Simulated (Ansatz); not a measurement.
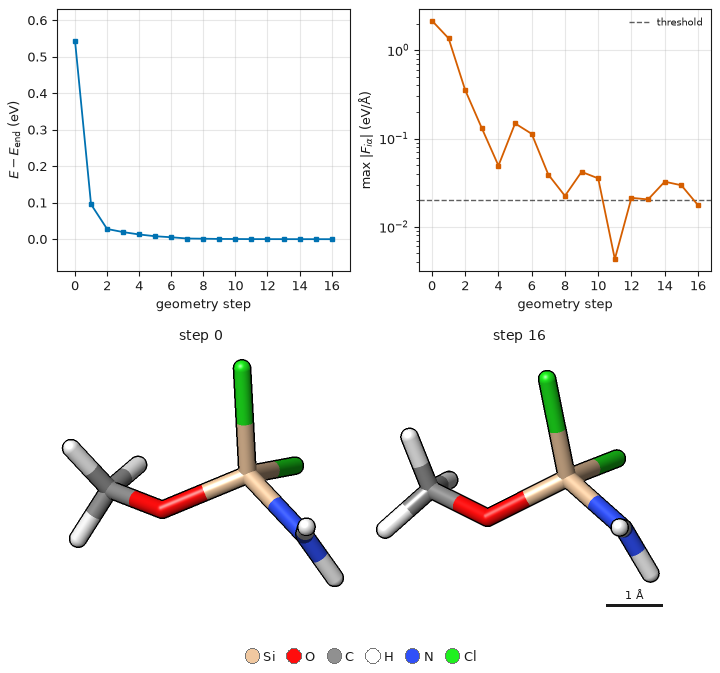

First and last geometry of a relaxation of CH$_{5}$Cl$_{2}$NOSi, with the history of the run. A stick model, seen at a tilt.

The run prepares the start of a later molecular dynamics calculation, from a guessed geometry.

Method: RKS PBE0-D4/def2-SVP in Ansatz. (no spin polarisation; force threshold 0.02 eV/Å; at most 40 steps)

Q: Did the run converge, and what did it change?

A: It converged. The energy falls by 0.545 eV in 16 geometry steps. Largest force component: 2.2 eV/Å at the start, 0.018 eV/Å at the end. The forces were under the threshold at step 11, but the run went on from there. The atom that moves furthest after the best rigid fit is an H atom (0.42 Å). Largest moves by element: H 0.42 Å, Cl 0.31 Å, O 0.26 Å, N 0.13 Å, Si 0.07 Å, C 0.06 Å. Among the contacts that change: N–Si 1.820 → 1.689 Å, Cl–Si 2.128 → 2.060 Å, H–N 1.060 → 1.012 Å, O–Si 1.680 → 1.641 Å. Bond angles that change, for instance: H–N–H 120.0° → 113.5°, O–Si–N 109.5° → 113.8°. Groups turn about C–O by about 35°. The run took 91 s on 2 threads of Arm Neoverse V1, on a shared host, peak memory 0.28 GiB.
